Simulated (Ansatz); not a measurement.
Nudged elastic band, with input and output: C2H5ClOSi

The run: nudged elastic band of C2H5ClOSi. Method and program: UKS PBE0-D4/def2-SVP (Ansatz 0.2.0).

It belongs to a series of runs on one base structure; here: band between the two ends. Figures and captions count atoms from 1; the log counts them from 0 in places.

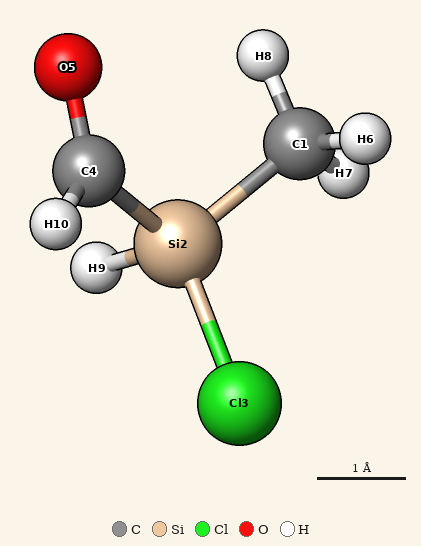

Figure 1. The input geometry (ball-and-stick view, seen at a tilt; atoms are numbered from 1 in the order of the input).

### Input
```yaml
crystal:
  periodic: [false, false, false]
  atoms:
    - { symbol: C, position_ang: [-0.688451, 1.252624, 0.109487] }
    - { symbol: Si, position_ang: [-0.2439, -0.44479, -0.507013] }
    - { symbol: Cl, position_ang: [0.452815, -0.399143, -2.462542] }
    - { symbol: C, position_ang: [1.161344, -1.151938, 0.607874] }
    - { symbol: O, position_ang: [1.09667, -0.980201, 1.800954] }
    - { symbol: H, position_ang: [0.128102, 1.963082, -0.087746] }
    - { symbol: H, position_ang: [-1.606853, 1.630012, -0.363067] }
    - { symbol: H, position_ang: [-0.842372, 1.194363, 1.198876] }
    - { symbol: H, position_ang: [-1.394688, -1.39204, -0.450614] }
    - { symbol: H, position_ang: [2.020431, -1.723069, 0.156691] }
magnetization:
  spin_polarized: true
basis:
  gaussian: { orbitals: def2-SVP }
hamiltonian:
  xc: pbe0
  dispersion: d4
neb:
  order_check: false
  images: 4
  f_tol: 0.05
  max_iterations: 25
  climbing: false
  final_atoms:
    - { symbol: C, position_ang: [-0.6991862, 1.21124315, 0.14775356] }
    - { symbol: Si, position_ang: [-0.44918937, -0.49621327, -0.57076817] }
    - { symbol: Cl, position_ang: [0.19677949, -0.32457833, -2.54233328] }
    - { symbol: C, position_ang: [0.91235111, -1.56592874, 0.24112005] }
    - { symbol: O, position_ang: [1.68933765, -0.85102641, 1.01676032] }
    - { symbol: H, position_ang: [0.25524781, 1.75854904, 0.16647567] }
    - { symbol: H, position_ang: [-1.42406719, 1.7915597, -0.44293027] }
    - { symbol: H, position_ang: [-1.07402754, 1.13685883, 1.1811277] }
    - { symbol: H, position_ang: [-1.71040554, -1.2902264, -0.57625188] }
    - { symbol: H, position_ang: [2.38625779, -1.42133758, 1.3819463] }
  initial_path:
    images:
      - { positions_ang: [[-0.688451, 1.252624, 0.109487], [-0.2439, -0.44479, -0.507013], [0.452815, -0.399143, -2.462542], [1.161344, -1.151938, 0.607874], [1.09667, -0.980201, 1.800954], [0.128102, 1.963082, -0.087746], [-1.606853, 1.630012, -0.363067], [-0.842372, 1.194363, 1.198876], [-1.394688, -1.39204, -0.450614], [2.020431, -1.723069, 0.156691]] }
      - { positions_ang: [[-0.6826191, 1.22419061, 0.11075089], [-0.25833231, -0.44327733, -0.5286381], [0.33086721, -0.32999989, -2.50485479], [1.1950246, -1.17778105, 0.48913603], [1.20214196, -0.98023991, 1.67436517], [0.12598144, 1.95243036, -0.03540818], [-1.57601536, 1.6454889, -0.39636026], [-0.89839403, 1.18843194, 1.17886033], [-1.42220029, -1.35972432, -0.46534397], [2.06664389, -1.77061931, 0.48039288]] }
      - { positions_ang: [[-0.6767872, 1.19575721, 0.11201478], [-0.27276461, -0.44176466, -0.5502632], [0.20891942, -0.26085678, -2.54716758], [1.22870519, -1.20362409, 0.37039805], [1.30761392, -0.98027882, 1.54777634], [0.12386087, 1.94177873, 0.01692965], [-1.54517773, 1.6609658, -0.42965352], [-0.95441606, 1.18250087, 1.15884467], [-1.44971258, -1.32740864, -0.48007395], [2.11285678, -1.81816962, 0.80409476]] }
      - { positions_ang: [[-0.67893424, 1.18748104, 0.11966809], [-0.31382249, -0.45204931, -0.56301423], [0.15771232, -0.24594385, -2.56312583], [1.17890661, -1.28642224, 0.29704726], [1.42614745, -0.95444391, 1.3909376], [0.14929003, 1.90087214, 0.06777398], [-1.50862057, 1.69327534, -0.44562617], [-1.00074717, 1.17100004, 1.15529501], [-1.51285609, -1.30704592, -0.50520152], [2.18602214, -1.75782334, 1.04914582]] }
      - { positions_ang: [[-0.68906022, 1.1993621, 0.13371083], [-0.38150593, -0.47413129, -0.5668912], [0.1772459, -0.28526109, -2.55272956], [1.04562886, -1.42617549, 0.26908366], [1.55774255, -0.90273516, 1.20384896], [0.20226892, 1.82971059, 0.11712483], [-1.46634388, 1.74241752, -0.44427822], [-1.03738735, 1.15392944, 1.16821135], [-1.61163082, -1.29863616, -0.5407267], [2.28613996, -1.58958046, 1.21554606]] }
      - { positions_ang: [[-0.6991862, 1.21124315, 0.14775356], [-0.44918937, -0.49621327, -0.57076817], [0.19677949, -0.32457833, -2.54233328], [0.91235111, -1.56592874, 0.24112005], [1.68933765, -0.85102641, 1.01676032], [0.25524781, 1.75854904, 0.16647567], [-1.42406719, 1.7915597, -0.44293027], [-1.07402754, 1.13685883, 1.1811277], [-1.71040554, -1.2902264, -0.57625188], [2.38625779, -1.42133758, 1.3819463]] }
```

Run on 2 threads of Intel Xeon @ 2.50GHz (Skylake/Cascade Lake), 189 GiB of memory available, shared host.

Command:
```bash
ansatz run input.yaml --threads 2 --pin off --max-ram 3072MiB --backend cpu --events-out ev --progress --plain --runs-dir out
```

### Log
```
Engine: ansatz 0.2.0, x86_64-unknown-linux-gnu
Functional definition: PBE0
  parameter a = 0.25
  parameter kappa = 0.804
  parameter beta = 0.06672455060314922
  exchange = (1 - a)*pbe_x(kappa = kappa, mu = beta*pi^2/3) + a*exact_x
  correlation = pbe_c(beta = beta)
1089 factors; integrals over basis functions are off by at most 3.6e-4 eV
mean field evaluation 1: about -24576.3234 eV, gradient 3.6e1 eV
mean field evaluation 2: about -24569.3009 eV, gradient 5.4e1 eV
mean field evaluation 4: about -24582.0215 eV, gradient 2.1e0 eV
mean field evaluation 8: about -24582.0581 eV, gradient 4.3e-2 eV
mean field evaluation 16: about -24582.0581 eV, gradient 3.7e-5 eV
mean field -24582.05810872 eV, -903.3739731780 hartree, gradient 3.7e-5 eV, S^2 0.000000; 0 other end points of the search recorded, 0 dependent functions left out
the calculation of the forces begins
reference -24582.05813304 eV, -903.3739740719 hartree; 28, 28 occupied and 75, 75 virtual orbitals, 1089 factors
1091 factors; integrals over basis functions are off by at most 7.9e-4 eV
mean field evaluation 32: about -24579.5595 eV, gradient 8.4e-5 eV
mean field -24579.60511815 eV, -903.2838274372 hartree, gradient 2.1e-5 eV, S^2 0.329164; 3 other end points of the search recorded, 0 dependent functions left out
[... from here on the field's lines of each further geometry are left out, up to the last ...]
NEB iter   1: max|band force component| = 1.043e1 eV/Å  barrier→ = 4.6061 eV  barrier← = 2.1534 eV  Δτ_max = 0.1931 Å  (455 SCF iters)
NEB iter   2: max|band force component| = 2.502e0 eV/Å  barrier→ = 3.7998 eV  barrier← = 1.3471 eV  Δτ_max = 0.1967 Å  (194 SCF iters)
NEB iter   3: max|band force component| = 1.300e0 eV/Å  barrier→ = 3.6012 eV  barrier← = 1.1485 eV  Δτ_max = 0.2000 Å  (164 SCF iters)
NEB iter   4: max|band force component| = 1.831e0 eV/Å  barrier→ = 3.5372 eV  barrier← = 1.0845 eV  Δτ_max = 0.1005 Å  (163 SCF iters)
NEB iter   5: max|band force component| = 1.799e0 eV/Å  barrier→ = 3.3110 eV  barrier← = 0.8583 eV  Δτ_max = 0.0504 Å  (158 SCF iters)
NEB iter   6: max|band force component| = 1.478e0 eV/Å  barrier→ = 3.2575 eV  barrier← = 0.8048 eV  Δτ_max = 0.0502 Å  (152 SCF iters)
NEB iter   7: max|band force component| = 9.474e-1 eV/Å  barrier→ = 3.1265 eV  barrier← = 0.6738 eV  Δτ_max = 0.1006 Å  (155 SCF iters)
NEB iter   8: max|band force component| = 1.010e0 eV/Å  barrier→ = 2.9772 eV  barrier← = 0.5245 eV  Δτ_max = 0.0996 Å  (152 SCF iters)
NEB iter   9: max|band force component| = 4.179e-1 eV/Å  barrier→ = 2.7450 eV  barrier← = 0.2923 eV  Δτ_max = 0.1635 Å  (155 SCF iters)
NEB iter  10: max|band force component| = 4.064e-1 eV/Å  barrier→ = 2.7304 eV  barrier← = 0.2777 eV  Δτ_max = 0.1465 Å  (158 SCF iters)
NEB iter  11: max|band force component| = 3.150e-1 eV/Å  barrier→ = 2.7138 eV  barrier← = 0.2611 eV  Δτ_max = 0.0320 Å  (148 SCF iters)
NEB iter  12: max|band force component| = 3.155e-1 eV/Å  barrier→ = 2.7167 eV  barrier← = 0.2640 eV  Δτ_max = 0.0161 Å  (140 SCF iters)
NEB iter  13: max|band force component| = 5.701e-2 eV/Å  barrier→ = 2.7286 eV  barrier← = 0.2759 eV  Δτ_max = 0.0321 Å  (147 SCF iters)
the calculation of the forces begins
reference -24579.60232866 eV, -903.2837249255 hartree; 28, 28 occupied and 75, 75 virtual orbitals, 1091 factors
1091 factors; integrals over basis functions are off by at most 9.1e-4 eV
mean field evaluation 640: about -24579.2168 eV, gradient 1.8e0 eV
mean field -24579.34977058 eV, -903.2744435872 hartree, gradient 1.8e-5 eV, S^2 0.443232; 7 other end points of the search recorded, 0 dependent functions left out
the calculation of the forces begins
reference -24579.34979583 eV, -903.2744445150 hartree; 28, 28 occupied and 75, 75 virtual orbitals, 1091 factors
NEB iter  14: max|band force component| = 3.855e-2 eV/Å  barrier→ = 2.7111 eV  barrier← = 0.2584 eV  Δτ_max = 0.0000 Å  (373 SCF iters)
```

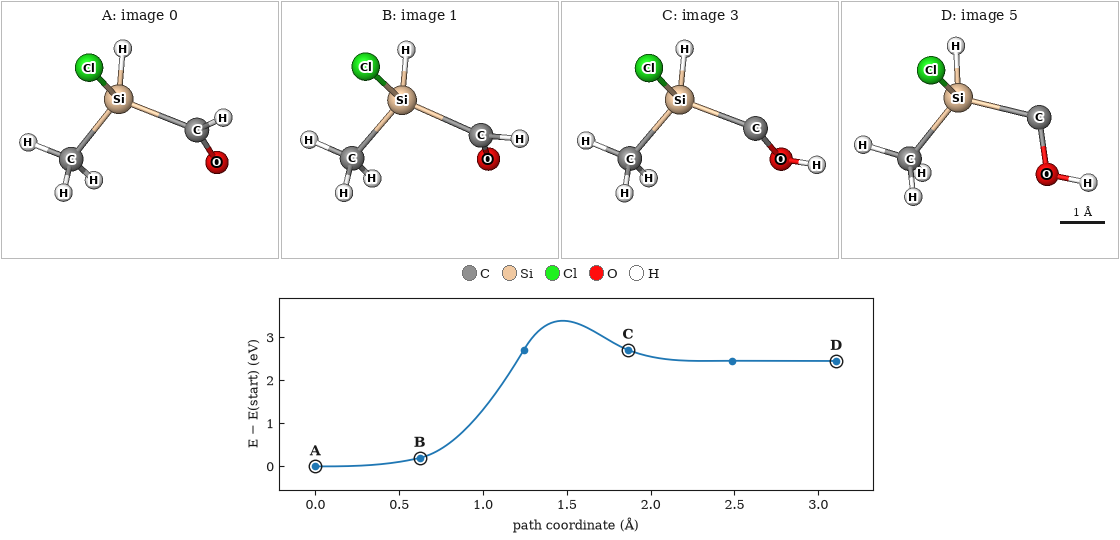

Figure 2. Images of the last band (counted from 0; ball-and-stick, seen at a tilt) above the energy along the path; the line is a cubic interpolation that uses the forces. The highest image is number 3, 2.711 eV above the start and 0.258 eV above the end; the end lies 2.453 eV above the start. The path is 3.11 Å long. The band converged in 14 iterations.

```
Total energy: -24579.54392476 eV, -903.2815786217 hartree
Atom 0 at    -0.680832     1.255939     0.100811 Å, force    -0.091787     0.043553    -0.023065 eV/Å
Atom 1 at    -0.311098    -0.412168    -0.643532 Å, force    -0.224809     0.097668    -0.007901 eV/Å
Atom 2 at     0.082628    -0.201215    -2.669032 Å, force    -0.016965    -0.001032     0.044128 eV/Å
Atom 3 at     1.213759    -1.185385     0.118369 Å, force    -0.384313     0.194862    -0.983147 eV/Å
Atom 4 at     1.302503    -1.233512     1.425296 Å, force     1.074264    -0.535468    -0.500993 eV/Å
Atom 5 at     0.139656     1.959385    -0.104450 Å, force    -0.000493     0.002673    -0.002185 eV/Å
Atom 6 at    -1.611047     1.671379    -0.311816 Å, force    -0.025457     0.079429     0.014278 eV/Å
Atom 7 at    -0.788863     1.150009     1.191810 Å, force    -0.018351     0.020361     0.007430 eV/Å
Atom 8 at    -1.437216    -1.379623    -0.500500 Å, force    -0.105510     0.002717    -0.031909 eV/Å
Atom 9 at     2.173610    -1.675908     1.395944 Å, force    -0.206578     0.095236     1.483365 eV/Å
Dipole moment:     0.050823     0.057342     0.556440 e Å
this run last wrote the band of iteration 14 to [file]
```

### The last band as extended XYZ (Å, eV, eV/Å)
```
10
Properties=species:S:1:pos:R:3:forces:R:3 image=0 energy=-24582.25501
C    -0.6885    1.2526    0.1095    0.0000   0.0015   0.0025
Si   -0.2439   -0.4448   -0.5070   -0.0014  -0.0010  -0.0001
Cl    0.4528   -0.3991   -2.4625   -0.0015   0.0006  -0.0002
C     1.1613   -1.1519    0.6079    0.0062  -0.0075   0.0057
O     1.0967   -0.9802    1.8010   -0.0008   0.0005  -0.0091
H     0.1281    1.9631   -0.0877   -0.0005  -0.0006   0.0001
H    -1.6069    1.6300   -0.3631    0.0008   0.0009   0.0006
H    -0.8424    1.1944    1.1989   -0.0006  -0.0005  -0.0039
H    -1.3947   -1.3920   -0.4506    0.0014   0.0011   0.0004
H     2.0204   -1.7231    0.1567   -0.0037   0.0050   0.0039
10
Properties=species:S:1:pos:R:3:forces:R:3 image=1 energy=-24582.05687
C    -0.6201    1.2321    0.1050    0.0346  -0.0250  -0.0162
Si   -0.1993   -0.4534   -0.5871    0.1176  -0.0445   0.0939
Cl    0.1592   -0.2647   -2.6291    0.1826  -0.1008   0.1048
C     1.2031   -1.1848    0.5837   -0.1996   0.1412   0.4527
O     0.8373   -1.0077    1.7227   -0.3413   0.1317   0.2908
H     0.1756    1.9594   -0.1134    0.0297   0.0025   0.0146
H    -1.5584    1.6149   -0.3286    0.0594  -0.0985  -0.0331
H    -0.7445    1.1561    1.1953    0.0373  -0.0186   0.0089
H    -1.3569   -1.3875   -0.4494    0.1417  -0.0411   0.0460
H     2.1869   -1.7156    0.5038   -0.0620   0.0531  -0.9623
10
Properties=species:S:1:pos:R:3:forces:R:3 image=2 energy=-24579.54479
C    -0.6489    1.2468    0.1049    0.1895  -0.1905   0.0227
Si   -0.2559   -0.4323   -0.6464    0.6660  -0.2932  -0.0295
Cl    0.0867   -0.1989   -2.6771    0.0347  -0.0154  -0.0744
C     1.3097   -1.2523    0.3776    1.2481  -0.6048   2.9945
O     0.9900   -1.0992    1.5653   -3.4191   1.7133   1.5791
H     0.1639    1.9587   -0.0998    0.0323   0.0121   0.0189
H    -1.5811    1.6686   -0.3146    0.1364  -0.2401  -0.0428
H    -0.7723    1.1531    1.1939    0.0536  -0.0355   0.0184
H    -1.4235   -1.3641   -0.4948    0.3390  -0.0101   0.1129
H     2.2145   -1.7315    0.9940    0.7195  -0.3359  -4.5998
10
Properties=species:S:1:pos:R:3:forces:R:3 image=3 energy=-24579.54390
C    -0.6808    1.2559    0.1008   -0.0918   0.0436  -0.0231
Si   -0.3111   -0.4122   -0.6435   -0.2248   0.0977  -0.0079
Cl    0.0826   -0.2012   -2.6690   -0.0170  -0.0010   0.0441
C     1.2138   -1.1854    0.1184   -0.3843   0.1949  -0.9831
O     1.3025   -1.2335    1.4253    1.0743  -0.5355  -0.5010
H     0.1397    1.9594   -0.1045   -0.0005   0.0027  -0.0022
H    -1.6110    1.6714   -0.3118   -0.0255   0.0794   0.0143
H    -0.7889    1.1500    1.1918   -0.0184   0.0204   0.0074
H    -1.4372   -1.3796   -0.5005   -0.1055   0.0027  -0.0319
H     2.1736   -1.6759    1.3959   -0.2066   0.0952   1.4834
10
Properties=species:S:1:pos:R:3:forces:R:3 image=4 energy=-24579.79771
C    -0.6768    1.2193    0.1296    0.0014  -0.0001   0.0014
Si   -0.3764   -0.4596   -0.6374   -0.0008  -0.0005   0.0006
Cl    0.0935   -0.2136   -2.6455    0.0005   0.0003  -0.0001
C     1.0714   -1.4769    0.0848   -0.0027  -0.0053  -0.0016
O     1.5169   -0.9642    1.2050    0.0051   0.0047  -0.0033
H     0.2001    1.8687   -0.0138    0.0014  -0.0023   0.0030
H    -1.5513    1.7138   -0.3196    0.0014   0.0012  -0.0013
H    -0.8523    1.1113    1.2119   -0.0027  -0.0014  -0.0002
H    -1.5843   -1.3335   -0.5540   -0.0039   0.0002  -0.0015
H     2.2422   -1.5165    1.5420    0.0003   0.0033   0.0031
10
Properties=species:S:1:pos:R:3:forces:R:3 image=5 energy=-24579.80231
C    -0.6992    1.2112    0.1478    0.0064   0.0013  -0.0020
Si   -0.4492   -0.4962   -0.5708   -0.0066  -0.0119   0.0004
Cl    0.1968   -0.3246   -2.5423    0.0034   0.0045  -0.0022
C     0.9124   -1.5659    0.2411    0.0015   0.0054   0.0068
O     1.6893   -0.8510    1.0168   -0.0120  -0.0065  -0.0084
H     0.2552    1.7585    0.1665    0.0019   0.0028   0.0016
H    -1.4241    1.7916   -0.4429   -0.0024   0.0008  -0.0025
H    -1.0740    1.1369    1.1811   -0.0014  -0.0026   0.0017
H    -1.7104   -1.2902   -0.5763    0.0019   0.0036   0.0031
H     2.3863   -1.4213    1.3819    0.0074   0.0027   0.0014
```

### Key numbers

| quantity | value |
| --- | --- |
| outcome | converged |
| barrier, forward | 2.711 eV |
| barrier, backward | 0.258 eV |
| wall time | 10 min (CPU time 19 min) |
| peak memory | 0.38 GiB |

### Remarks

⟨S²⟩ is 0.44 against 0.00 for a pure state: the solution is spin-contaminated. The order of the saddle point was not checked.
